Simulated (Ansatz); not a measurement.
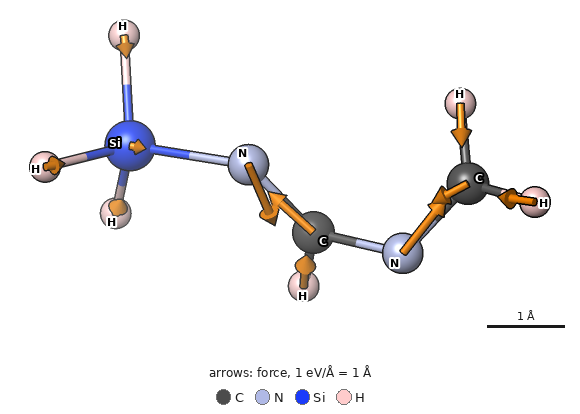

Starting geometry of C2H6N2Si with the computed forces as orange arrows. Style: ball-and-stick. Shown at a tilt.

The start comes from PBE-D4/def2-SVP.

Computed with RKS PBE0-D4/def2-TZVP (Ansatz 0.2.0). Settings: force threshold 0.005 eV/Å; at most 150 steps.

Q: Is this structure relaxed? If not, where do the atoms go?

A: It isn't relaxed: the largest force vector, on an N atom, is 1.06 eV/Å. The final displacements follow the starting forces only in part (cosine between the two patterns 0.31). The atom that moves furthest after the best rigid fit is an H atom (0.13 Å). Largest moves by element: H 0.13 Å, C 0.06 Å, Si 0.05 Å, N 0.03 Å. Near-neighbour distances that change, for instance: N–Si 1.759 → 1.734 Å, H–Si 1.515 → 1.495 Å, C–H 1.120 → 1.100 Å, C–N 1.281 → 1.261 Å. Among the angles between lasting bonds that change: C–N–C 121.8° → 119.3°. After 10 accepted moves (12 points after the start) the energy has fallen by 6.58 kJ/mol. Largest force component: 0.75 eV/Å at the start, 0.0032 eV/Å at the end. The line search rejected the trial steps at points 2, 11 of the run.
